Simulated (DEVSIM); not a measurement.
System: Mo/Al2O3/p-Si capacitor, at 300 K.

| layer (left to right) | material | thickness (nm) | Na (cm⁻³) |
|---|---|---|---|
| 1 | Al2O3 | 15.0 | - |
| 2 | Si | 660 | 7.6e17 |

Metal gate on the left, work function 4.6 eV. Fixed charge at the semiconductor interface -1.2e10 cm⁻² (in units of +e); interface traps 2e12 cm⁻² eV⁻¹, uniform in energy, neutral level at 0.5 of the gap above the valence band.

The device is made up for the run: typed textbook-type constants, with dimensions and the other settings drawn at random. Values at 300 K.

```csv
parameter,Al2O3,Si
gap (eV),6.8,1.124
affinity (eV),1.35,4.05
permittivity,9,11.7
Nc (cm⁻³),-,2.86e19
Nv (cm⁻³),-,3.1e19
```

Model (solved in DEVSIM): 1D Poisson equation in equilibrium, Boltzmann statistics, complete ionisation; no quantum confinement or tunnelling. Metal contacts follow the ideal Schottky-Mott rule: no Fermi-level pinning, no interface dipoles.

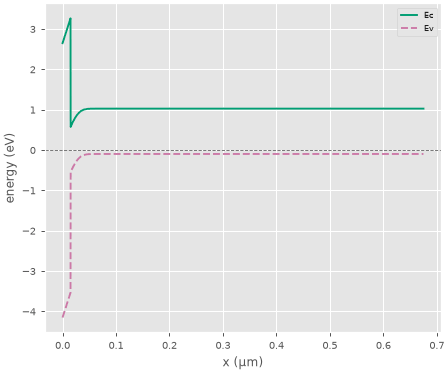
Fig. 1. Band edges at 0.6 V on the gate

Energies count from the Fermi level of the right contact; mesh points crowd at the junctions.

```json
[
 {"x (μm)": "0.000", "Ec (eV)": "2.650", "Ev (eV)": "-4.150", "n (cm⁻³)": "< 1e2", "p (cm⁻³)": "< 1e2", "field (V/cm)": "410000"},
 {"x (μm)": "0.001064", "Ec (eV)": "2.694", "Ev (eV)": "-4.106", "n (cm⁻³)": "< 1e2", "p (cm⁻³)": "< 1e2", "field (V/cm)": "410000"},
 {"x (μm)": "0.003072", "Ec (eV)": "2.777", "Ev (eV)": "-4.023", "n (cm⁻³)": "< 1e2", "p (cm⁻³)": "< 1e2", "field (V/cm)": "410000"},
 {"x (μm)": "0.006501", "Ec (eV)": "2.919", "Ev (eV)": "-3.881", "n (cm⁻³)": "< 1e2", "p (cm⁻³)": "< 1e2", "field (V/cm)": "410000"},
 {"x (μm)": "0.01164", "Ec (eV)": "3.131", "Ev (eV)": "-3.669", "n (cm⁻³)": "< 1e2", "p (cm⁻³)": "< 1e2", "field (V/cm)": "410000"},
 {"x (μm)": "0.01378", "Ec (eV)": "3.220", "Ev (eV)": "-3.580", "n (cm⁻³)": "< 1e2", "p (cm⁻³)": "< 1e2", "field (V/cm)": "410000"},
 {"x (μm)": "0.01491", "Ec (eV)": "3.267", "Ev (eV)": "-3.533", "n (cm⁻³)": "< 1e2", "p (cm⁻³)": "< 1e2", "field (V/cm)": "410000"},
 {"x (μm)": "0.01646", "Ec (eV)": "0.615", "Ev (eV)": "-0.509", "n (cm⁻³)": "1.3e9", "p (cm⁻³)": "8.8e10", "field (V/cm)": "300000"},
 {"x (μm)": "0.01898", "Ec (eV)": "0.688", "Ev (eV)": "-0.436", "n (cm⁻³)": "8.0e7", "p (cm⁻³)": "1.5e12", "field (V/cm)": "270000"},
 {"x (μm)": "0.02430", "Ec (eV)": "0.816", "Ev (eV)": "-0.308", "n (cm⁻³)": "570000", "p (cm⁻³)": "2.1e14", "field (V/cm)": "210000"},
 {"x (μm)": "0.03440", "Ec (eV)": "0.968", "Ev (eV)": "-0.156", "n (cm⁻³)": "1600", "p (cm⁻³)": "7.4e16", "field (V/cm)": "93000"},
 {"x (μm)": "0.06502", "Ec (eV)": "1.028", "Ev (eV)": "-0.096", "n (cm⁻³)": "150", "p (cm⁻³)": "7.6e17", "field (V/cm)": "280"},
 {"x (μm)": "0.1179", "Ec (eV)": "1.028", "Ev (eV)": "-0.096", "n (cm⁻³)": "150", "p (cm⁻³)": "7.6e17", "field (V/cm)": "≈ 0"},
 {"x (μm)": "0.2183", "Ec (eV)": "1.028", "Ev (eV)": "-0.096", "n (cm⁻³)": "150", "p (cm⁻³)": "7.6e17", "field (V/cm)": "≈ 0"},
 {"x (μm)": "0.4554", "Ec (eV)": "1.028", "Ev (eV)": "-0.096", "n (cm⁻³)": "150", "p (cm⁻³)": "7.6e17", "field (V/cm)": "≈ 0"},
 {"x (μm)": "0.5638", "Ec (eV)": "1.028", "Ev (eV)": "-0.096", "n (cm⁻³)": "150", "p (cm⁻³)": "7.6e17", "field (V/cm)": "≈ 0"},
 {"x (μm)": "0.6209", "Ec (eV)": "1.028", "Ev (eV)": "-0.096", "n (cm⁻³)": "150", "p (cm⁻³)": "7.6e17", "field (V/cm)": "≈ 0"},
 {"x (μm)": "0.6480", "Ec (eV)": "1.028", "Ev (eV)": "-0.096", "n (cm⁻³)": "150", "p (cm⁻³)": "7.6e17", "field (V/cm)": "≈ 0"},
 {"x (μm)": "0.6649", "Ec (eV)": "1.028", "Ev (eV)": "-0.096", "n (cm⁻³)": "150", "p (cm⁻³)": "7.6e17", "field (V/cm)": "≈ 0"},
 {"x (μm)": "0.6706", "Ec (eV)": "1.028", "Ev (eV)": "-0.096", "n (cm⁻³)": "150", "p (cm⁻³)": "7.6e17", "field (V/cm)": "≈ 0"},
 {"x (μm)": "0.6733", "Ec (eV)": "1.028", "Ev (eV)": "-0.096", "n (cm⁻³)": "150", "p (cm⁻³)": "7.6e17", "field (V/cm)": "≈ 0"},
 {"x (μm)": "0.6750", "Ec (eV)": "1.028", "Ev (eV)": "-0.096", "n (cm⁻³)": "150", "p (cm⁻³)": "7.6e17", "field (V/cm)": "≈ 0"}
]
```
